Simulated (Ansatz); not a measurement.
# BBrH2O2: the cost of one run

Program: Ansatz 0.2.0, Gaussian basis. Level of theory: PBE0-D4/def2-TZVP structures, single points in def2-TZVPP, no counterpoise correction. These are calculated values, not measurements.

Levels: SPW92, PBE-D4, BLYP-D4, r2SCAN-D4, B97M-V, PBE0-D4, B3LYP-D4, r2SCAN0-D4, BHLYP-D4, CAM-B3LYP-D4, wB97X-V, wB97M-V, B2PLYP, PBE-QIDH, RPA on PBE, Hartree-Fock, MP2, CCSD, CCSD(T).

Cores are frozen in the correlated methods. Filled d shells of the heavier atoms are correlated. B3LYP uses VWN-RPA correlation. B2PLYP carries no dispersion term here.

95 further runs of the same task are left out: 1 that didn't finish, 94 set aside as unsound or not needed. Runs told in other sessions of the task aren't counted.

## (1) The starting structure

The complex: 9 atoms, charge 0, spin multiplicity 1.

Atoms are counted from 1 here; the program's logs count them from 0.

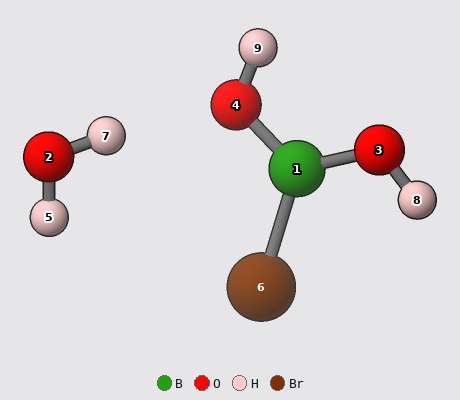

Start geometry, drawn with boron green, oxygen red, hydrogen pink, bromine brown; atoms are numbered from 1 in the order of the file.

Coordinates:

```mol
BBrH4O3
  3D, bonds by distance, orders not assigned

  9  7  0  0  0  0  0  0  0  0999 V2000
    0.3071   -0.9133    0.4414 B   0  0
   -0.7768    2.4280   -1.0335 O   0  0
    0.9192   -2.1147    0.3774 O   0  0
   -0.5687   -0.5236   -0.5118 O   0  0
   -0.5476    2.7947   -0.1771 H   0  0
    0.6406    0.3174    1.8955 Br  0  0
   -0.8216    1.4774   -0.8836 H   0  0
    1.5217   -2.2897    1.1038 H   0  0
   -0.6740   -1.1763   -1.2120 H   0  0
  1  3  8  0
  1  4  8  0
  1  6  8  0
  2  5  8  0
  2  7  8  0
  3  8  8  0
  4  9  8  0
M  END
```

Its parts: BBrH2O2 holds atoms 1, 3, 4, 6, 8, 9; H2O holds atoms 2, 5, 7. Each part counts its atoms afresh in its own runs.

## (2) Relaxing BBrH2O2 alone

relax-a/in.yaml reads:

```yaml
crystal:
  periodic: [false, false, false]
  atoms:
    - {symbol: B, position_ang: [0.307143, -0.913262, 0.441392]}
    - {symbol: O, position_ang: [0.919210, -2.114672, 0.377399]}
    - {symbol: O, position_ang: [-0.568671, -0.523601, -0.511778]}
    - {symbol: Br, position_ang: [0.640582, 0.317394, 1.895529]}
    - {symbol: H, position_ang: [1.521722, -2.289743, 1.103790]}
    - {symbol: H, position_ang: [-0.674017, -1.176271, -1.212001]}
basis:
  gaussian: {orbitals: def2-TZVP}
hamiltonian: {xc: pbe0, dispersion: d4}
relax: {f_tol: 0.005, max_steps: 200}
```

Started as:

```console
$ ansatz run in.yaml --threads 8 --pin off --events-out ev --progress --plain --max-ram 19148MiB
```

**Question.** How long does this run take on 8 threads of Arm Neoverse V1, shared host?

About 6.5 s.
